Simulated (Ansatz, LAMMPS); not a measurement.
**Structural relaxation of amorphous poly(ether ketone) (as short chains C54O8H38), from a frame at 500 K (200 atoms)**

Wanted: the relaxed structure of amorphous poly(ether ketone) (as short chains C54O8H38), from a frame at 500 K (200 atoms) and its electronic structure.

Main program and level: Ansatz 0.2.0; Kohn-Sham DFT, RPBE+D3(BJ), PAW (set soft_2), plane waves.

### Step 1. The starting structure

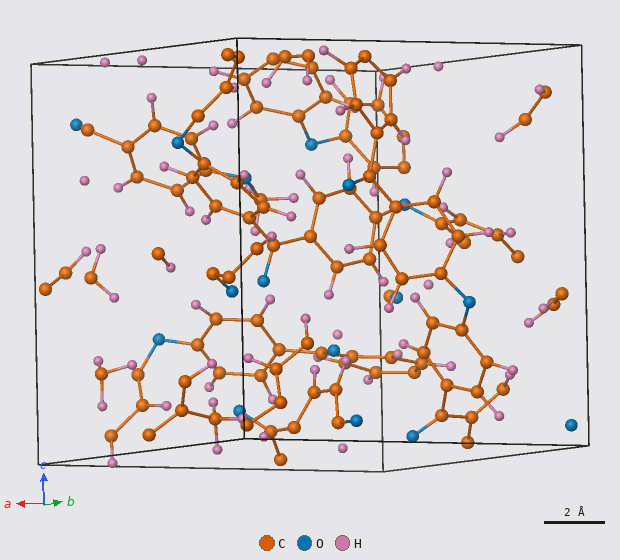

The cell as given, from a free direction (carbon orange, oxygen blue, hydrogen pink). Bonds to atoms that aren't drawn are left out. Some periodic images of atoms are drawn too.

The cell holds 200 atoms: 108 C, 16 O and 76 H. Its edges and angles: a = 13.558 Å, b = 13.558 Å, c = 13.558 Å, α = 90.0°, β = 90.0°, γ = 90.0°. 2 poly(ether ketone) chains of 4 units with methyl end groups placed at random, at 1.09 g/cm³; overlaps pushed apart, then 20 ps at 800 K with MMFF94 bonds, angles, torsions, charges and radii (Halgren, J. Comput. Chem. 17, 490 (1996)) in harmonic and 12-6 forms. Snapshot after 30 ps at 500 K and fixed volume.

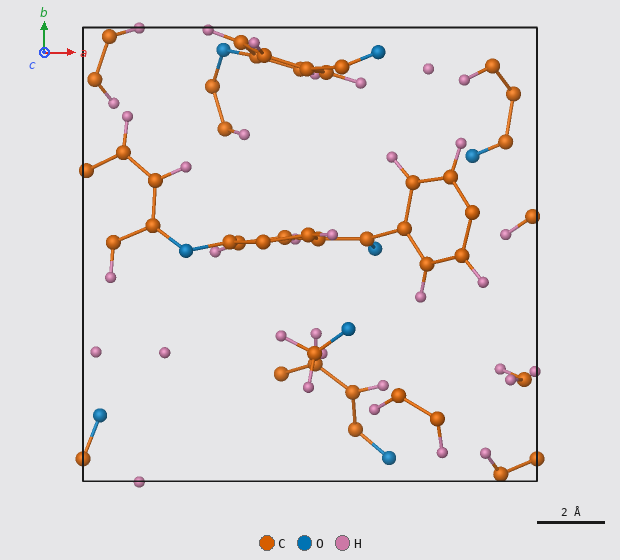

A slice 6 Å thick through the middle of the cell. Bonds to atoms that aren't drawn are left out.

What the set-up can't give: The network of contacts between molecules at the start is that of the classical potential that made the cell. The density was typed from a rule of thumb and may lie off the real one at this temperature. The Brillouin zone is sampled at Γ only, in a cell whose shortest periodic width is 14 Å.

### Step 2. The classical run that made the cell

A classical potential supplies the starting structure, since it reaches far longer times than DFT.

This step: classical MD, MMFF94 bonds, angles, torsions, charges and radii (Halgren, J. Comput. Chem. 17, 490 (1996)) in harmonic and 12-6 forms; charges of ions scaled by 0.8 (LAMMPS 22 Jul 2025 - Update 4).

in.lmp reads:

```
# amorphous poly(ether ketone)
units real
atom_style full
boundary p p p
bond_style harmonic
angle_style harmonic
dihedral_style opls
improper_style harmonic
special_bonds lj 0 0 0.5 coul 0 0 0.75
read_data data.lmp
neigh_modify delay 0 every 1 check yes one 4000
comm_modify cutoff 12.0
timestep 0.5
thermo_style custom step time temp pe press density
thermo_modify norm yes
# push overlapping molecules apart
pair_style soft 2.6
pair_coeff * * 0.0
variable a equal ramp(1,60)
fix ad all adapt 1 pair soft a * * v_a
velocity all create 800 48109 mom yes dist gaussian
fix lim all nve/limit 0.03
fix lan all langevin 800 800 50 48110 zero yes
thermo 1000
run 3000 post no
unfix ad
pair_style lj/cut/coul/long 9.0
pair_modify mix arithmetic tail yes
pair_coeff 1 1 0.0678 3.3680   # C
pair_coeff 2 2 0.0678 3.5860   # C
pair_coeff 3 3 0.0678 3.4070   # C
pair_coeff 4 4 0.0763 2.9870   # O
pair_coeff 5 5 0.0763 3.0430   # O
pair_coeff 6 6 0.0216 2.5400   # H
# [... 18 lines left out ...]
compute msd all msd com yes
thermo 7500
fix md all nvt temp 500 500 100
run 30000 post no
print "== T500: mean square displacement over the hold $(c_msd[4]:%.2f) A^2"
unfix md
uncompute msd
write_dump all custom T500.dump id type xs ys zs modify sort id
```

The run is started by

```bash
> lmp -in in.lmp -log none -nocite
```

Numbers of over 12 decimals in the logs are rounded to 6 here.

Output:

```text
LAMMPS (22 Jul 2025 - Update 4)
Reading data file ...
  orthogonal box = (0 0 0) to (13.5576 13.5576 13.5576)
  200 atoms
  orthogonal box = (0 0 0) to (13.5576 13.5576 13.5576)
  214 bonds
  344 angles
  494 dihedrals
  104 impropers
   Step          Time           Temp          PotEng         Press         Density
         0   0              800            1.6299103     -17765.712      1.0859994
      1000   500            731.30595      4.5065856      5705.9321      1.0859994
      2000   1000           686.75195      3.0344854      14836.608      1.0859994
      3000   1500           618.41385      3.1790451      1905.894       1.0859994
Loop time of 0.474559 s on 1 MPI rank(s) for 3000 steps with 200 atoms
PPPM initialization ...
  G vector (1/distance) = 0.26764154
  grid = 6 6 6
  estimated relative force accuracy = 3.0755506e-05
   Step          Time           Temp          PotEng         Press         Density
[... 14 lines left out ...]
      2000   1000           660.8246       3.6283266      8887.3188      1.0859994
Loop time of 1.17396 s on 1 MPI rank(s) for 2000 steps with 200 atoms
   Step          Time           Temp          PotEng         Press         Density
      2000   1000           660.8246       3.6283266      8887.3188      1.0859994
[... 5 lines left out ...]
Loop time of 12.677 s on 1 MPI rank(s) for 20000 steps with 200 atoms
   Step          Time           Temp          PotEng         Press         Density
[... 4 lines left out ...]
Loop time of 12.7554 s on 1 MPI rank(s) for 20000 steps with 200 atoms
   Step          Time           Temp          PotEng         Press         Density
[... 2 lines left out ...]
     52500   51500          556.39734      3.0564826      4357.3249      1.0859994
     60000   59000          544.29797      3.1820426     -956.28916      1.0859994
     67500   66500          463.7299       3.1000789     -5054.596       1.0859994
     72000   71000          490.7914       3.2285318      8375.4978      1.0859994
Loop time of 19.1867 s on 1 MPI rank(s) for 30000 steps with 200 atoms
== T500: mean square displacement over the hold 8.04 A^2
```

Elapsed: 47 s, on 1 thread of Arm Neoverse V2, shared host; peak memory 0.12 GiB.

The input also reads data.lmp (atoms, bonds and types; not printed here).

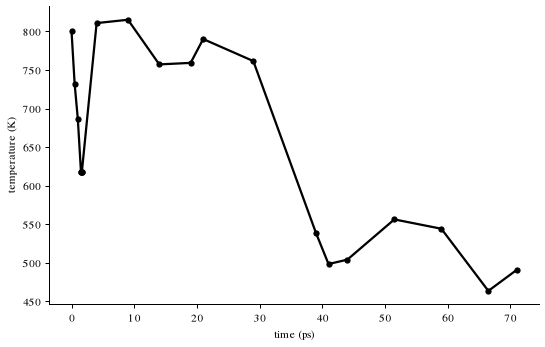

Temperature against time.

### Step 3. Single point at the start

The forces at the start show how far the geometry lies from a minimum of this functional.

input.yaml reads:

```yaml
crystal:
  lattice:
    - [13.5576, 0.0, 0.0]
    - [0.0, 13.5576, 0.0]
    - [0.0, 0.0, 13.5576]
  atoms:
    - { symbol: C, position: [0.80208, 0.5298, 0.08396] }
    - { symbol: C, position: [0.91129, 0.55098, 0.10165] }
    - { symbol: C, position: [0.94429, 0.62472, 0.16794] }
    - { symbol: C, position: [0.04039, 0.65687, 0.16266] }
    - { symbol: C, position: [0.10467, 0.60874, 0.09436] }
    - { symbol: C, position: [0.07137, 0.53202, 0.03739] }
    - { symbol: C, position: [0.97713, 0.50087, 0.04252] }
    - { symbol: C, position: [0.20842, 0.63716, 0.09536] }
    - { symbol: O, position: [0.26925, 0.5961, 0.04509] }
    - { symbol: C, position: [0.23918, 0.71633, 0.16532] }
    - { symbol: C, position: [0.20673, 0.80884, 0.14331] }
    - { symbol: C, position: [0.22294, 0.88482, 0.21211] }
    - { symbol: C, position: [0.28515, 0.8704, 0.29229] }
    - { symbol: C, position: [0.31294, 0.77646, 0.31549] }
    - { symbol: C, position: [0.29521, 0.70096, 0.24687] }
    - { symbol: O, position: [0.30952, 0.9505, 0.35625] }
    - { symbol: C, position: [0.38253, 0.9367, 0.42753] }
    - { symbol: C, position: [0.479, 0.90804, 0.41424] }
    - { symbol: C, position: [0.53589, 0.90103, 0.49782] }
    - { symbol: C, position: [0.49298, 0.9086, 0.59342] }
    - { symbol: C, position: [0.39924, 0.93838, 0.6058] }
    - { symbol: C, position: [0.34826, 0.96702, 0.51903] }
    - { symbol: C, position: [0.57022, 0.91296, 0.66824] }
    - { symbol: O, position: [0.65053, 0.94556, 0.64302] }
    - { symbol: C, position: [0.54712, 0.91474, 0.77708] }
    - { symbol: C, position: [0.62548, 0.94685, 0.84445] }
    - { symbol: C, position: [0.61948, 0.91505, 0.93713] }
    - { symbol: C, position: [0.54245, 0.8548, 0.9718] }
    - { symbol: C, position: [0.45924, 0.83652, 0.91425] }
    - { symbol: C, position: [0.47205, 0.85834, 0.815] }
    - { symbol: O, position: [0.55791, 0.80702, 0.06532] }
    - { symbol: C, position: [0.54878, 0.70255, 0.06748] }
    [... 162 atom lines left out ...]
    - { symbol: H, position: [0.88676, 0.06208, 0.53027] }
    - { symbol: H, position: [0.12393, 0.9988, 0.3405] }
    - { symbol: H, position: [0.06786, 0.83304, 0.31652] }
    - { symbol: H, position: [0.02875, 0.28516, 0.44822] }
    - { symbol: H, position: [0.94186, 0.22375, 0.52544] }
    - { symbol: H, position: [0.91916, 0.24751, 0.40256] }
kpoints:
  mp_grid: { grid: [1, 1, 1] }
hamiltonian:
  xc: rpbe
  dispersion: d3bj
scf:
  occupations: { method: fixed }
output:
  forces: true
  stress: true
  populations: true
  dos:
    method: { smearing: { sigma: 0.15 } }
    de: 0.1
    projected: { site_lists: { C: [C], H: [H], O: [O] } }
  eigenvalues: true
```

The run is started by

```bash
> ansatz run input.yaml --threads 4 --pin off --max-ram 8192MiB --backend cpu --events-out ev --progress --plain --runs-dir out
```

Output:

```text
Engine: ansatz 0.2.0, aarch64-unknown-linux-gnu
Pseudopotentials: kind: paw
Pseudopotential: C, paw, valence charge 4, recommended cutoff 420 eV (normal), C.paw.azcp
Pseudopotential: O, paw, valence charge 6, recommended cutoff 420 eV (normal), O.paw.azcp
Pseudopotential: H, paw, valence charge 1, recommended cutoff 420 eV (normal), H.paw.azcp
Functional definition: RPBE
  parameter kappa = 0.804
  parameter beta = 0.066725
  exchange = rpbe_x(kappa = kappa, mu = beta*pi^2/3)
  correlation = pbe_c(beta = beta)
Crystal: 200 atoms, lattice volume = 2492.002 Å³
Basis set: ecut = 420 eV, 48693 PW (Γ), exchange–correlation on 192×192×192 points (8 copies of the dense FFT grid, shifted against one another)
Bands: 502, of which v1, the nominal top of the filled ones, is band 302 counted from 1 (301 counted from 0)
Symmetry: 1 space group operations
Space group: P1 (ITA 1), of the structure as read, at distance tolerance 1.4e-4 Å
k-points: 1
Non-local potential: C, projectors of the file, l = 0: 2, l = 1: 2, l = 2: 1
Non-local potential: O, projectors of the file, l = 0: 2, l = 1: 2, l = 2: 1
Non-local potential: H, projectors of the file, l = 0: 2, l = 1: 1
PAW form: soft (Blöchl's): semilocal exchange-correlation on the pseudo side does not see the compensation charge
PAW frozen core: C, regenerated for the run's functional, and the local potential with it (the file was generated under x = pbe(κ = 0.804, μ = 0.219515), c = pbe(β = 0.066725))
PAW frozen core: O, regenerated for the run's functional, and the local potential with it (the file was generated under x = pbe(κ = 0.804, μ = 0.219515), c = pbe(β = 0.066725))
PAW one-centre angular grid: C, 110 points (default); XC on 64 Gauss nodes
PAW one-centre angular grid: O, 110 points (default); XC on 64 Gauss nodes
PAW one-centre angular grid: H, 110 points (default); XC on 64 Gauss nodes
Initial density: superposition of atomic densities (neutral atoms: chi_scale 0, normalization atom), corrected by the library's trained network
Initial wavefunctions: pseudopotential atomic-orbital guess
Functional: x = rpbe, c = pbe(β = 0.066725)
SCF iter   1: F=—  HF=-37578.042125 eV  |F-HF|=—  |Δ(HF+E_count)|=         —  Δρ=6.47e-3  dr2=1.03e0  ethr=1.77e-3  ⟨swp⟩=5.0  Hψ=1762  notcnv=0  defer=197
preconditioner: auto → Resta (q_TF=auto, 2.154 Å⁻¹)  ε∞=2.5  [insulator: Δε(μ)=2.520 eV  Ē_g=14.977 eV  n_scr=436 (ndim 8)  ℏωp=18.1 eV  f_vac=0.301  ε∞_Penn≈2.5]
SCF iter   2: F=—  HF=-37577.895457 eV  |F-HF|=—  |Δ(HF+E_count)|=   1.47e-1  Δρ=3.31e-3  dr2=1.91e-1  ethr=1.71e-4  ⟨swp⟩=2.0  Hψ=873  notcnv=0  defer=198
SCF iter   3: F=—  HF=-37577.894474 eV  |F-HF|=—  |Δ(HF+E_count)|=   9.83e-4  Δρ=1.67e-3  dr2=6.43e-2  ethr=3.16e-5  ⟨swp⟩=2.0  Hψ=605  notcnv=0  defer=198
SCF iter   4: F=—  HF=-37577.888788 eV  |F-HF|=—  |Δ(HF+E_count)|=   5.69e-3  Δρ=7.33e-4  dr2=1.32e-2  ethr=1.06e-5  ⟨swp⟩=2.0  Hψ=605  notcnv=0  defer=198
SCF iter   5: F=—  HF=-37577.884745 eV  |F-HF|=—  |Δ(HF+E_count)|=   4.04e-3  Δρ=2.18e-4  dr2=1.30e-3  ethr=2.19e-6  ⟨swp⟩=2.0  Hψ=873  notcnv=0  defer=198
SCF iter   6: F=—  HF=-37577.883999 eV  |F-HF|=—  |Δ(HF+E_count)|=   7.46e-4  Δρ=1.12e-4  dr2=3.20e-4  ethr=2.15e-7  ⟨swp⟩=2.0  Hψ=609  notcnv=0  defer=193
SCF iter   7: F=—  HF=-37577.883786 eV  |F-HF|=—  |Δ(HF+E_count)|=   2.14e-4  Δρ=4.99e-5  dr2=6.60e-5  ethr=5.29e-8  ⟨swp⟩=2.0  Hψ=606  notcnv=0  defer=192
SCF iter   8: F=—  HF=-37577.883973 eV  |F-HF|=—  |Δ(HF+E_count)|=   1.88e-4  Δρ=1.58e-5  dr2=7.19e-6  ethr=1.09e-8  ⟨swp⟩=2.0  Hψ=604  notcnv=0  defer=192
SCF iter   9: F=—  HF=-37577.883971 eV  |F-HF|=—  |Δ(HF+E_count)|=   1.76e-6  Δρ=7.36e-6  dr2=1.59e-6  ethr=1.19e-9  ⟨swp⟩=2.0  Hψ=611  notcnv=0  defer=192
SCF iter  10: F=—  HF=-37577.883971 eV  |F-HF|=—  |Δ(HF+E_count)|=   1.23e-7  Δρ=3.68e-6  dr2=3.72e-7  ethr=2.63e-10  ⟨swp⟩=2.0  Hψ=606  notcnv=0  defer=192
SCF iter  11: F=-37577.883971 eV  HF=-37577.883971 eV  |F-HF|=5.14e-8  |Δ(HF+E_count)|=   5.90e-8  Δρ=1.55e-6  dr2=6.20e-8  ethr=1.66e-11  ⟨swp⟩=19.0  Hψ=3854  notcnv=0
SCF 1 converged in 11 iterations: F = -37577.883971 eV  dr2 = 6.20e-8
  greatest PAW one-centre occupation: 0.883 electrons in one spin orbital (limit 2), on the O atom at site 153 (counted from 0), in its partial waves of l = 0
SCF converged after 11 iterations
Free energy (F): -37577.883971 eV
Harris-Foulkes:  -37577.883971 eV  (|F-HF|=5.14e-8)
Internal energy: -37577.883971 eV  (E = F + TS)
E sigma→0 (E₀):  -37577.883971 eV
Fermi energy:    0.069543 eV
--- Per-component energies (eV) ---
  E_band       = -4618.927507
  E_kinetic    = 13688.041212
  E_local      = -48726.226693  (includes V_loc(G=0)·N_el)
  E_nonlocal   = 3802.074210
  E_hartree    = 18363.531269
  E_xc         = -7068.014276
  E_vxc        = -8797.487390  (∫ρ·V_xc dr)
  E_paw        = -13451.343715  (= ΣΔE_a)
  E_vpaw       = -1312.318142  (= ΣTr[D̂ρ^β])
  E_aug_tail   = -0.066756  (compensation charges beyond the density's cutoff)
  E_ewald      = -4142.345655
  E_disp       = -41.599190  (pairwise vdW)
  E_core_change = -1.934378  (= ΣΔE_core)
  E_smearing   = -0.000000  (= −TS)
  E_closure    = 0.000000  (closes the sum)
  Σ components = -37577.883971   (vs F -37577.883971, Δ=0.00e0)
--- Forces (eV/Å), atoms counted from 1 ---
  atom   1  C      1.14848768     3.47967534    -2.19958707
  atom   2  C     -1.18642422    -0.74390186     0.03177844
  atom   3  C     -1.64368937    -0.67609692    -0.59002978
  atom   4  C     -0.49767638    -1.74198373    -1.53197353
  atom   5  C     -0.09876014     1.30492592     1.65130190
  atom   6  C      1.93277048    -0.82020819    -1.63861634
  atom   7  C     -1.36405509    -0.15320320    -1.25642170
  atom   8  C     -0.25805412     0.24363143     0.75794450
  atom   9  O      1.68487538    -1.09703124    -1.43174638
  atom  10  C     -0.42898715    -0.77127763    -1.69952832
  atom  11  C     -1.02782524     2.29382504     0.73064474
  atom  12  C      0.22099983     0.43626724    -1.46265364
  atom  13  C     -0.07184313     1.60004934     0.94845666
  atom  14  C      0.37105065    -0.76763336    -1.42627749
[...]
atom 199  H     -0.23074783    -0.52949352     0.99885147
  atom 200  H     -1.76905438    -0.23472019    -1.81036237
  max |Σ_I F_I| component: 6.16e-5 eV/Å
--- Stress (GPa, compression-positive) ---
        3.658702       0.672364      -0.316009
        0.672363       3.744771       0.278576
       -0.316009       0.278577       2.414824
  P = ⅓ Tr σ = 3.2728 GPa (32.728 kbar)
--- Band table (eV) ---
  k-point 0: bands = ["-22.9806", "-22.4781", "-22.3465", "-22.0284", [... 486 levels ...], "10.6718", "10.6878", "10.7008", "10.7291", "10.7807", "10.7845", "10.8051", "10.8491", "10.8656", "10.8935", "10.9323", "10.9687"]
--- Löwdin populations: 200 sites ---
  site symbol       q [e]
     0      C      4.4533
     1      C      3.9037
     2      C      4.1325
[...]
199      H      0.7931
  spilling = 0.013159 (of n_electrons = 604.000000)
```

Elapsed: 52 s, on 4 threads of Arm Neoverse V2, shared host; peak memory 3.3 GiB.

Numbers from this run:

```yaml
free_energy: -37577.8840 eV
free_energy_per_atom: -187.8894 eV/atom
scf_cycles: 11
pressure: 3.273 GPa
r_m_s_force_component: 1.29 eV/Å
longest_force: 5.918 eV/Å
fermi_energy: 0.06954 eV
spacing_of_highest_filled_and_lowest_empty_level: 2.282 eV
spilling_of_the_projection: 0.01316
```

The r.m.s. force component of 1.3 eV/Å and the pressure of 3.3 GPa set the starting point.

Neighbours are counted within 1.85 Å (C-C), 1.34 Å (C-H), 1.73 Å (C-O).

Length of the force by element and coordination:

```csv
element,coordination,atoms,mean length of the force (eV/Å),spread,least,most
C,all,108,2.44,1.15,0.415,5.92
C,3,104,2.41,1.14,0.415,5.92
C,4,4,3.17,1.02,2.03,4.27
H,all,76,1.21,0.773,0.110,4.16
O,all,16,1.76,0.748,0.788,3.22
O,1,8,1.86,0.721,0.788,3.07
O,2,8,1.66,0.761,0.799,3.22
```

(Continued in part 2 of 3.)

[Logs are printed without paths, hosts, clocks, repeated set-up lines and the standing remarks that a program may print on its own settings, such as how far it seeks lower states.]

[Hosts, paths, dates, database ids (printed as entryN), source tags and the programs' standing remarks are cut or masked in the printed files.]

[The MMFF94 radii named for the starting cell were scaled by 0.96; in molecules described by MMFF94, hydrogen bound to N, O or S took a small fixed 12-6 site in their place.]
